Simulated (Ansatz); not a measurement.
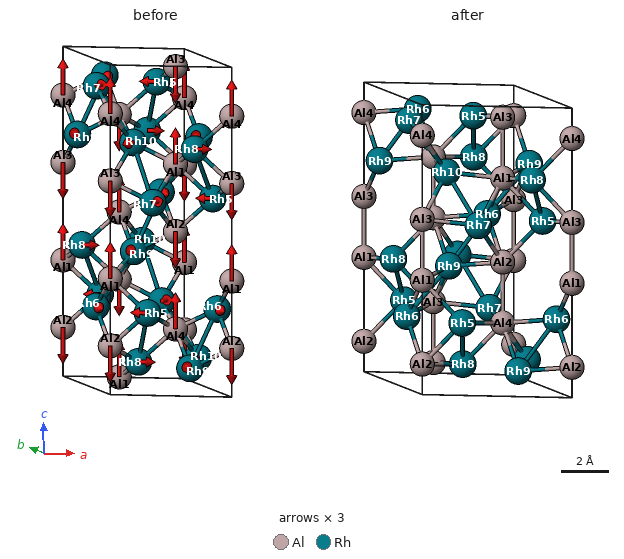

The structure of crystalline Al₂Rh₃ (a generated structure, set up in R-3c) before (left) and after (right) a relaxation, at one scale. The red arrows give the displacements (the part carried along by the change of the cell is left out), 3 times their true length.

The picture is a ball-and-stick view of the conventional cell (3 times the calculation's cell), seen slightly off an axis. Lengths and directions refer to the drawn axes.

The start is a swapped structure.

Computed with Ansatz 0.2.0, DFT, PAW plane waves, r2SCAN.

The input:
```yaml
crystal:
  lattice:
    - [2.60524181, 4.5124062, 0.0]
    - [-2.60524181, 4.5124062, 0.0]
    - [0.0, -3.0082708, 4.7407936]
  atoms:
    - { symbol: Al, position: [0.35216, 0.35216, 0.05648] }
    - { symbol: Al, position: [0.14784, 0.14784, 0.44352] }
    - { symbol: Al, position: [0.64784, 0.64784, 0.94352] }
    - { symbol: Al, position: [0.85216, 0.85216, 0.55648] }
    - { symbol: Rh, position: [0.55624, 0.94376, 0.75] }
    - { symbol: Rh, position: [0.25, 0.55624, 0.75] }
    - { symbol: Rh, position: [0.94376, 0.25, 0.75] }
    - { symbol: Rh, position: [0.44376, 0.05624, 0.25] }
    - { symbol: Rh, position: [0.75, 0.44376, 0.25] }
    - { symbol: Rh, position: [0.05624, 0.75, 0.25] }
  symmetry: { tolerance: 0.0003 }
kpoints:
  mp_grid: { grid: [5, 5, 5], shift: [0, 0, 0] }
magnetization:
  spin_polarized: false
scf:
  occupations: { method: fermi_dirac, width: 0.0545 }
  lower_state_search: "off"
hamiltonian:
  pseudopotentials: { kind: paw }
  xc: r2scan
basis:
  ecutwfc: 500
  fft_grid_basis: typed
relax:
  max_steps: 40
  cell: { p_target: 0.0 }
  f_tol: 0.03
output:
  forces: true
  stress: true
  eigenvalues: true
  bader: true
  populations: true
  elf: true
  write_potential: true
  volumetric_format: npy
  dos:
    e_range: [-12, 8]
    de: 0.05
    projected: { site_lists: { Al: [Al], Rh: [Rh] } }
  write_density: true
checkpoint:
  read: saved_state
```

Launched with:
```bash
ansatz run input.yaml --threads 2 --pin off --max-ram 2560MiB --backend cpu --events-out ev --progress --plain --runs-dir out
```

What changed between the two?

Answer. The largest moves relative to the cell, 0.53 Å, are those of Al1, Al2, Al3 and Al4. Al2 goes along −c. By element the largest moves are Al 0.53 Å, Rh 0.25 Å. Cell: a = b 5.210 → 6.423 Å (+23.3 %), c 14.222 → 12.494 Å (−12.2 %). Volume +33.5 %. Among the contacts that change: Al1–Al3 4.205 → 2.627 Å, Al1–Rh10 2.031 → 2.400 Å, Al1–Rh5 2.158 → 2.492 Å, Rh5–Rh6 2.764 → 2.967 Å. New bonds form: Al1–Al3 (4.21 → 2.63 Å), Al2–Al4 (4.21 → 2.63 Å). Among the angles between lasting bonds that change: Rh5–Al2–Rh9 164.2° → 139.2°, Al1–Rh10–Rh7 149.7° → 130.1°, Al1–Rh10–Al2 120.4° → 102.7°. The space group stays R-3c (No. 167). The energy falls by 18.216 eV per cell of the calculation in 14 accepted moves (17 points after the start). Largest force component: 0.88 eV/Å at the start, 0.00051 eV/Å at the end. Pressure: 124.43 GPa at the start and 0.00 GPa at the end. The line search rejected the trial step at point 9 of the run. At 2 points the geometry stayed and the basis and grid were re-selected for the new cell (energy shift of 97.2 meV per cell of the calculation at most each time). Cost: 8.1 min on 2 threads of Arm Neoverse N1 (shared host), peak memory 1 GiB.
